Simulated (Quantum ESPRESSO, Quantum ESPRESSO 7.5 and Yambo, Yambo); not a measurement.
# BP (F-43m): G0W0 on several meshes in Yambo

How does the mesh move the gap of BP (F-43m)?

Calculated with Quantum ESPRESSO 7.5 and Yambo 5.3.0; PBE and many-body steps on it, plane waves.

## (1) Starting point

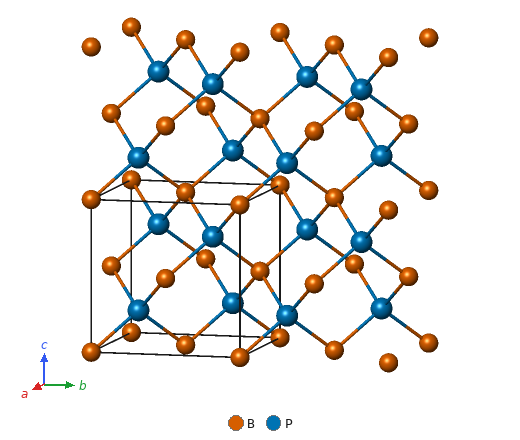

The starting structure, seen slightly off an axis (boron orange, phosphorus blue). 1×2×2 cells are drawn. This picture shows the conventional cell, with its axes. Bonds to atoms that aren't drawn are left out. Some periodic images of atoms are drawn too.

The cell and positions come from the Crystallography Open Database and are kept as given unless a step says otherwise.

## (2) Empty states on the mesh, 2×2×2 mesh, 73 bands

This step: Quantum ESPRESSO 7.5; DFT, PBE, plane waves, norm-conserving pseudopotentials.

The sums over transitions need many empty states on a uniform mesh; this step solves for them.

The input, pw.in:

```
&control
  calculation = 'nscf'
  prefix = 'x'
  outdir = 'o'
  pseudo_dir = 'pseudo'
/
&system
  ibrav = 0
  nat = 2
  ntyp = 2
  ecutwfc = 68.0
  nbnd = 73
  force_symmorphic = .true.
/
&electrons
  conv_thr = 1e-9
  electron_maxstep = 80
  diago_full_acc = .true.
  diago_thr_init = 5e-6
/
ATOMIC_SPECIES
  B 10.81 B.upf
  P 30.974 P.upf
CELL_PARAMETERS angstrom
  0.0000000000 2.2690000000 2.2690000000
  2.2690000000 0.0000000000 2.2690000000
  2.2690000000 2.2690000000 0.0000000000
ATOMIC_POSITIONS crystal
  B 0.0000000000 0.0000000000 0.0000000000
  P 0.2500000000 0.2500000000 0.2500000000
K_POINTS automatic
  2 2 2 0 0 0
```

Launch:

```console
$ OMP_NUM_THREADS=1 mpirun -n 4 pw.x -nk 4 -in pw.in > pw.out
```

Log:

```text
Program PWSCF v.7.5 starts

     This program is part of the open-source Quantum ESPRESSO suite
     for quantum simulation of materials; please cite
         "P. Giannozzi et al., J. Phys.:Condens. Matter 21 395502 (2009);
         "P. Giannozzi et al., J. Phys.:Condens. Matter 29 465901 (2017);
         "P. Giannozzi et al., J. Chem. Phys. 152 154105 (2020);
     in publications or presentations arising from this work. More details at

     Atomic positions and unit cell read from directory:
     o/x.save/

     Message from routine setup:
[...]
120.3627

          k =-0.3536-0.3536 0.3536 (  1476 PWs)   bands (ev):

[...]
113.5792

          k =-0.7071 0.0000 0.0000 (  1524 PWs)   bands (ev):

[...]
96.4554  96.4554  97.2280  97.5549  97.5549  97.6237  97.8833 103.2284
   105.7465 110.4985 110.5432 110.5432 111.6057 112.5735 112.5735 115.0951
   116.2959

     highest occupied, lowest unoccupied level (ev):     9.2413   10.5886

     XML data file, pseudopotentials, collected wavefunctions

=------------------------------------------------------------------------------=
   JOB DONE.
=------------------------------------------------------------------------------=
```

Run time: 1.4 s. Hardware: 4 MPI ranks of Arm Neoverse V1, shared host; peak memory 0.05 GiB; 5.3 s of CPU time.

This step gave:

```yaml
gap: 1.347 eV
k_of_the_valence_top: 0, 0, 0
k_of_the_conduction_bottom: 0, -0.5, -0.5
least_direct_gap: 3.407 eV
k_points_computed: 3
lowest_point_of_the_top_converged_band_above_the_valence_top: 104.3379 eV
```

On this mesh the gap is 1.347 eV.

The density comes from a self-consistent run that is not shown.

## (3) Conversion and set-up

This step: Yambo 5.3.0; conversion and set-up on PBE, plane waves, norm-conserving pseudopotentials.

The states are converted to the many-body program's format and the q mesh is built.

Launch:

```console
$ (cd o/x.save; p2y > p2y.log; mv SAVE ../..); yambo > setup.log
```

Log:

```text
 Yambo, version 5.3.0

 [02] CORE Variables Setup
 =========================

  [02.01] Unit cells
  ==================

  Cell kind             :  FCC
  Atoms in the cell     :  B  P
  number of B  atoms    :  1
  number of P  atoms    :  1

  List of atomic masses
  Mass of B     :  10.81000
  Mass of P     :  30.97400

  List of atomic coordinates    : [cc]
  B1       :  0.000000  0.000000  0.000000  order 1
  P1       :  2.143894  2.143894  2.143894  order 2

  Alat factors          :  4.287789  4.287789  4.287789 [a.u.]
  Direct lattice volume :  157.6631 [a.u.]
[...]
occ @ K [3]
   2.000000  2.000000  2.000000  2.000000  0.000000  0.000000  0.000000  0.000000

 [03] Transferred momenta grid and indexing
 ==========================================

 IBZ Q-points                                      :  3
 BZ  Q-points                                      :   8

 K/Q-points units:
 rlu = crystal or reduced units; cc = cartesian coordinates; iku = interal k-units

 Q [1]          [rlu]:  0.000000  0.000000  0.000000
 Q [2]          [rlu]:  0.21235E-17  0.21235E-17 -0.50000
 Q [3]          [rlu]:  0.18101E-16 -0.50000     -0.50000

  [03.01] X indexes
  =================

   [03.01.01] Sigma indexes
   ========================

 [06] Game Over & Game summary
```

Run time: 2 s. Hardware: 1 MPI rank; peak memory 0.23 GiB.

## (4) 2×2×2

Now the one-shot GW correction: screening in the RPA, then the self-energy of the levels asked for.

This step: G0W0 on PBE, plane waves, norm-conserving pseudopotentials.

The input, gw13.in:

```
HF_and_locXC
gw0
dyson
ppa
em1d
rim_cut
RandQpts= 1000000
RandGvec= 1 RL
EXXRLvcs= 68 Ry
VXCRLvcs= 272 Ry
Chimod= "HARTREE"
% BndsRnXp
 1 | 73 |
%
NGsBlkXp= 15.5 Ry
% LongDrXp
 1 | 1 | 1 |
%
% GbndRnge
 1 | 73 |
%
DysSolver= "n"
ExtendOut
PPAPntXp= 27.21138 eV
% QPkrange
 1 | 1 | 3 | 6 |
 3 | 3 | 3 | 6 |
%
```

Launch:

```console
$ OMP_NUM_THREADS=1 mpirun -n 4 yambo -F gw13.in -J gw13 -C gw13 > gw13.log
```

Log:

```text
 Yambo, version 5.3.0

 [02] CORE Variables Setup
 =========================

  [... cell, symmetries and grids as in the set-up ...]

  [02.05] Energies & Occupations
  ==============================

  [X] === General ===
  [X] Electronic Temperature                        :  0.000000  0.000000 [eV K]
  [X] Bosonic    Temperature                        :  0.000000  0.000000 [eV K]
  [X] Finite Temperature mode                       : no
  [X] El. density                                   :  0.34242E+24 [cm-3]
  [X] Fermi Level                                   :  9.241273 [eV]

  [X] === Gaps and Widths ===
  [X] Conduction Band Min                           :  1.347324 [eV]
  [X] Valence Band Max                              :  0.000000 [eV]
  [X] Filled Bands                                  :   4
  [X] Empty Bands                                   :    5   73
  [X] Direct Gap                                    :  3.406803 [eV]
  [X] Direct Gap localized at k                     :  1
  [X] Indirect Gap                                  :  1.347324 [eV]
  [X] Indirect Gap between kpts                     :  1  3
  [X] Last valence band width                       :  4.113593 [eV]
  [X] 1st conduction band width                     :  2.430262 [eV]

 [03] Transferred momenta grid and indexing
 ==========================================

 IBZ Q-points                                      :  3
 BZ  Q-points                                      :   8

 K/Q-points units:
 rlu = crystal or reduced units; cc = cartesian coordinates; iku = interal k-units

 Q [1]          [rlu]:  0.000000  0.000000  0.000000
 Q [2]          [rlu]:  0.21235E-17  0.21235E-17 -0.50000
 Q [3]          [rlu]:  0.18101E-16 -0.50000     -0.50000

 [04] Coloumb potential Random Integration (RIM)
 ===============================================

  [04.01] RIM initialization
  ==========================

  * Diagonal components only detected *

  8 x (sBL volume)        :  1.573293 [a.u.]
  sBZ random points       :  1000000
  Points outside the sBZ  :   7996195
  RL volume               :  1.573293 [a.u.]
  Integrated volume       :  1.574041 [a.u.]

  [04.02] RIM integrals
  =====================

  Gamma point sphere radius             :  0.210970 [a.u.]
  Points outside the sphere             :   799659
  [Int_sBZ(q=0) 1/q^2]*(Vol_sBZ)^(-1/3) =:  7.764404
                                 should be <:  7.795600

  Summary of Coulomb integrals for non-metallic bands |Q|[au] RIM/Bare

  Q [1] 0.100000E-4 0.995998 * Q [2] 0.634523 1.064860
  Q [3] 0.732684 1.063764

 [05] Dipoles
 ============

  [05.01] Setup: observables and procedures
  =========================================

 [06] Dynamic Dielectric Matrix (PPA)
 ====================================

 [WR./gw13//ndb.pp]--------------------------------------------------------------
  Brillouin Zone Q/K grids (IBZ/BZ)                :   3   8   3   8
  RL vectors                                       :  1917 [WF]
  Coulomb cutoff potential                         : none
  Electronic Temperature                           :  0.000000 [K]
  Bosonic    Temperature                           :  0.000000 [K]
  PPA    diel. fun.  energies                      : Perdew, Burke & Ernzerhof(X)+Perdew, Burke & Ernzerhof(C)
  wavefunctions                                    : Perdew, Burke & Ernzerhof(X)+Perdew, Burke & Ernzerhof(C)
  Global Gauge                                     : length
  X matrix size                                    :  181
  X band range                                     :    1   73
  X e/h energy range                               : -1.000000 -1.000000 [eV]
  X Time ordering                                  : R
  X Hxc Kernel                                     : HARTREE
  X Drude frequency                                :  0.000000  0.000000
  X poles                                          :  100.0000 [o/o]
  RL vectors in the sum                            :  1917
  [r,Vnl] included                                 : yes
  Field direction                                  :  0.577350E-5  0.577350E-5  0.577350E-5
  BZ energy Double Grid                            : no
  BZ energy DbGd points                            : 0
  BZ Q point size factor                           : -1.000000
  X Optical Averaged directions                    : none

 [07] Local Exchange-Correlation + Non-Local Fock
 ================================================

 [VXC] Plane waves :  11935
 [EXS] Plane waves :  1471

 QP @ state[ 1 ] K range:  1  1
 QP @ state[ 1 ] b range:   3   6
 QP @ state[ 2 ] K range:  3  3
 QP @ state[ 2 ] b range:   3   6

 [xc] Functional : Perdew, Burke & Ernzerhof(X)+Perdew, Burke & Ernzerhof(C)
 [xc] LIBXC used to calculate xc functional
  PP Number of Atomic Species                      :  2
  NLCC RL compoments                               :  11935
  PP Number of Atomic Species                      :  2
  NLCC RL compoments                               :  11935

 [xc] E_xc :  -2.864970 [Ha]
      E_xc :  -5.729939 [Ry]

  Local XC kind (lXC) : Perdew, Burke & Ernzerhof(X)+Perdew, Burke & Ernzerhof(C)
  Non-Local XC kind (nlXC) : Hartree-Fock

  Corrections @ K [1] :  [eV]
 <3|nlXC|3> = -16.10207 -0.82920E-17 <3|lXC|3> = -13.44818 -0.18881E-15
 <4|nlXC|4> = -16.10207 -0.83796E-19 <4|lXC|4> = -13.44818 -0.18883E-15
 <5|nlXC|5> = -6.198447  0.42524E-17 <5|lXC|5> = -11.96137 -0.47218E-16
 <6|nlXC|6> = -6.198447  0.13583E-16 <6|lXC|6> = -11.96137  0.51864E-20

  Corrections @ K [3] :  [eV]
 <3|nlXC|3> = -15.91914  0.13290E-16 <3|lXC|3> = -12.53321 -0.85557E-16
 <4|nlXC|4> = -15.91914  0.13777E-16 <4|lXC|4> = -12.53321  0.29501E-16
 <5|nlXC|5> = -5.501927 -0.49289E-17 <5|lXC|5> = -10.62915  0.23605E-16
 <6|nlXC|6> = -5.258673 -0.98341E-17 <6|lXC|6> = -10.47916 -0.66798E-20

  [07.01] Hartree-Fock occupations report
  =======================================

  [Hartree-Fock] === General ===
  [Hartree-Fock] Electronic Temperature             :  0.000000  0.000000 [eV K]
  [Hartree-Fock] Bosonic    Temperature             :  0.000000  0.000000 [eV K]
  [Hartree-Fock] Finite Temperature mode            : no
  [Hartree-Fock] El. density                        :  0.34242E+24 [cm-3]
  [Hartree-Fock] Fermi Level                        :  9.241273 [eV]

  [Hartree-Fock] === Gaps and Widths ===
  [Hartree-Fock] Conduction Band Min                :  3.777587 [eV]
  [Hartree-Fock] Valence Band Max                   : -1.757197 [eV]
  [Hartree-Fock] Filled Bands                       :   4
  [Hartree-Fock] Empty Bands                        :    5   73
  [Hartree-Fock] Direct Gap                         :  5.534784 [eV]
  [Hartree-Fock] Direct Gap localized at k          :  2
  [Hartree-Fock] Indirect Gap                       :  5.534784 [eV]
  [Hartree-Fock] Indirect Gap between kpts          :  2  2
  [Hartree-Fock] Last valence band width            :  5.742329 [eV]
  [Hartree-Fock] 1st conduction band width          :  5.392143 [eV]

 [08] Dyson equation: Newton solver
 ==================================

  [08.01] G0W0 (W PPA)
  ====================

  [  GW  ] Bands range     :    1   73
  [GW/PPA] G damping       :  0.100000 [eV]

  QP @ state[ 1 ] K range:  1  1
  QP @ state[ 1 ] b range:   3   6
  QP @ state[ 2 ] K range:  3  3
  QP @ state[ 2 ] b range:   3   6

   Sc/G bands                                       :    1   73
   Sc/G damping                                     :  0.100000 ev
   Sc bands terminator                              : no
   Sx RL components                                 :  1471

   QP @ state[ 1 ] K range                          :  1  1
   QP @ state[ 1 ] b range                          :   3   6
   QP @ state[ 2 ] K range                          :  3  3
   QP @ state[ 2 ] b range                          :   3   6
   GF energies kind                                 : Perdew, Burke & Ernzerhof(X)+Perdew, Burke & Ernzerhof(C)
   GF WF`s kind                                     : Perdew, Burke & Ernzerhof(X)+Perdew, Burke & Ernzerhof(C)
   Xs energies kind                                 : Perdew, Burke & Ernzerhof(X)+Perdew, Burke & Ernzerhof(C)
   Xs WF`s kind                                     : Perdew, Burke & Ernzerhof(X)+Perdew, Burke & Ernzerhof(C)

 [11] Game Over & Game summary
```

The job ended after 4.3 s (4 MPI ranks; peak memory 1 GiB; 13 s of CPU time).

This step gave:

| Property | Result |
| --- | --- |
| G0W0 gap on the points computed | 1.932 eV |
| starting gap on the mesh | 1.347 eV |
| k of the valence top | 0, 0, 0 |
| k of the conduction bottom | 0, -0.5, -0.5 |
| least direct G0W0 gap on the computed points | 4.271 eV |
| Z at the valence top | 0.8037 |
| Z at the conduction bottom | 0.8175 |

The gap on the mesh goes from 1.35 eV to 1.93 eV, a correction of +0.58 eV.

## (5) Empty states on the mesh, 6×6×6 mesh, 73 bands

This step: Quantum ESPRESSO 7.5; DFT, PBE, plane waves, norm-conserving pseudopotentials.

pw.in, as its differences from that of step 2:

```diff
@@ -31,2 +31,2 @@
 K_POINTS automatic
-  2 2 2 0 0 0
+  6 6 6 0 0 0
```

Launch:

```console
$ OMP_NUM_THREADS=1 mpirun -n 4 pw.x -nk 4 -in pw.in > pw.out
```

Log:

```text
[banner, memory and clock lines left out]
Program PWSCF v.7.5 starts

     Atomic positions and unit cell read from directory:
     o/x.save/

     Message from routine setup:
     using ibrav=0 with symmetry is DISCOURAGED, use correct ibrav instead

     G-vector sticks info

     bravais-lattice index     =            0
     lattice parameter (alat)  =       6.0638  a.u.
     unit-cell volume          =     157.6631 (a.u.)^3
     number of atoms/cell      =            2
     number of atomic types    =            2
     number of electrons       =         8.00
[...]
39.5763  39.5763  45.8945  45.8945  45.8945  46.8009  46.8009  52.2709
[...]
120.3627

          k = 0.1179 0.1179-0.1179 (  1477 PWs)   bands (ev):

[...]
121.7900

          k = 0.2357 0.2357-0.2357 (  1501 PWs)   bands (ev):

[...]
93.6255  95.2398  96.9826  96.9826  98.5845  99.8612  99.8612 102.0984
   102.0984 103.2904 107.6735 107.6735 111.0057 112.3601 113.9513 115.0438
   115.0438

          k =-0.3536-0.3536 0.3536 (  1476 PWs)   bands (ev):

     [... further k-points ...]

     highest occupied, lowest unoccupied level (ev):     9.2413   10.5886

     XML data file, pseudopotentials, collected wavefunctions
```

Elapsed: 3 s, on 4 MPI ranks; peak memory 0.21 GiB; 12 s of CPU time.

Numbers from this step:

- gap: 1.347 eV
- k of the valence top: 0, 0, 0
- k of the conduction bottom: 0, -0.5, -0.5
- least direct gap: 3.407 eV
- k points computed: 16
- lowest point of the top converged band, above the valence top: 102.1835 eV

On this mesh the gap is 1.347 eV.

## (6) Conversion and set-up

This step: Yambo 5.3.0; conversion and set-up on PBE, plane waves, norm-conserving pseudopotentials.

Launch:

```console
$ (cd o/x.save; p2y > p2y.log; mv SAVE ../..); yambo > setup.log
```

Log:

```text
 Yambo, version 5.3.0

 [02] CORE Variables Setup
 =========================

  [02.01] Unit cells
  ==================

  Cell kind             :  FCC
  Atoms in the cell     :  B  P
  number of B  atoms    :  1
  number of P  atoms    :  1

  List of atomic masses
  Mass of B     :  10.81000
  Mass of P     :  30.97400

  List of atomic coordinates    : [cc]
  B1       :  0.000000  0.000000  0.000000  order 1
  P1       :  2.143894  2.143894  2.143894  order 2

  Alat factors          :  4.287789  4.287789  4.287789 [a.u.]
  Direct lattice volume :  157.6631 [a.u.]
[...]
Q [ 1]         [rlu]:  0.000000  0.000000  0.000000
 Q [ 2]         [rlu]: -0.53337E-17 -0.53337E-17  0.16667
 Q [ 3]         [rlu]: -0.10667E-16 -0.10667E-16  0.33333
[...]
Q [ 8]         [rlu]:  0.21235E-17  0.16667     -0.33333
 Q [ 9]         [rlu]:  0.29609E-16  0.16667     -0.16667
 Q [10]         [rlu]: -0.31009E-16  0.33333      0.33333
     [... 4 further rows ...]
 Q [15]         [rlu]:  0.166667  0.333333 -0.333333
 Q [16]         [rlu]:  0.166667 -0.500000 -0.333333

  [03.01] X indexes
  =================

   [03.01.01] Sigma indexes
   ========================

 [06] Game Over & Game summary
```

Wall time 2.1 s (1 MPI rank); peak memory 0.23 GiB.

(Part 1 of 2 ends here.)

[Paths, hosts, dates, memory and timing lines, banners, echoed tables and standing remarks are left out of the program output.]

[Logs are printed without paths, hosts, clocks, repeated set-up lines and the standing remarks that a program may print on its own settings, such as how far it seeks lower states.]

[Runs of the session that timed out or met a known fault of the program may be left out.]

[Hosts, paths, dates, database ids (printed as entryN), source tags and the programs' standing remarks are cut or masked in the printed files.]
